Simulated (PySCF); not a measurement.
GeH (charge −1, triplet)

```xyz
2

Ge    0.0000    0.0000   -0.0220
H     0.0000    0.0000    1.6160
```

All numbers below come from PySCF 2.14.0, PBE0/aug-cc-pVDZ(-PP), non-relativistic Hamiltonian with scalar-relativistic core potentials where named, at a bond length of 1.638 Å.

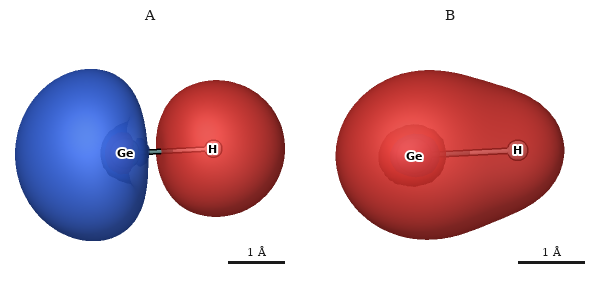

Figure 1. Two frontier β-spin orbitals, each drawn at the value that holds 80 % of its norm (red and blue are the two phases), in no order; of a degenerate pair one member is drawn.

Label each orbital by symmetry, say whether it is occupied, and order them by energy.

Answer. Orbital B: σ, occupied in this spin, −6.77 eV; mainly on Ge (75 %).
Orbital A: σ, occupied in this spin, −1.42 eV; shared between the atoms (Ge 70 %, H 30 %).

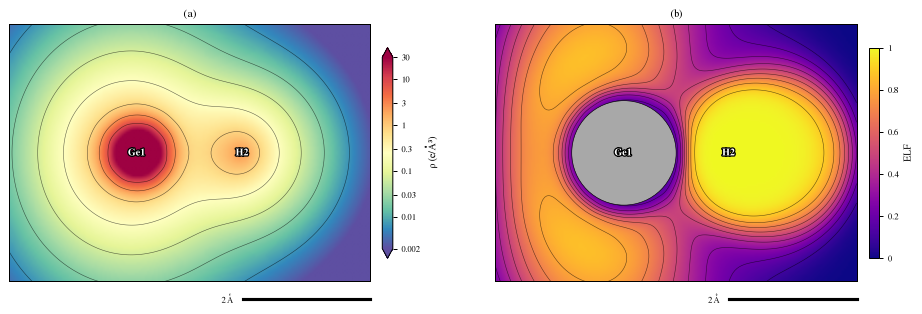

Figure 2. (a) total electron density; (b) ELF on a plane that holds the molecular axis. Grey discs cover the atomic cores in the ELF map.

What do the fields say about this system?

Answer.
- The plane passes through Ge and H nuclei.
- Ge–H (1.64 Å): the density is about 0.79 e/Å³ at the midpoint; the ELF climbs to about 1 towards the hydrogen.

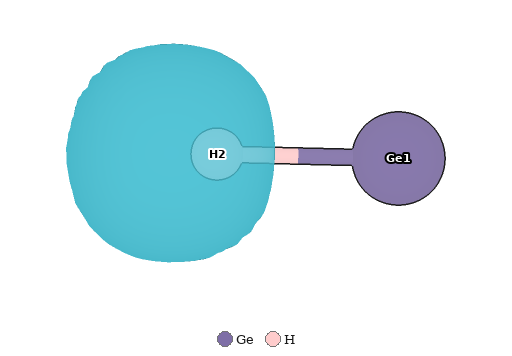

Figure 3. Isosurface of the ELF at 0.9 (cyan), seen from one side. Core shells and regions of very low density are left out.

What do the ELF domains correspond to?

Answer. The ELF exceeds this value in one region around a hydrogen nucleus.
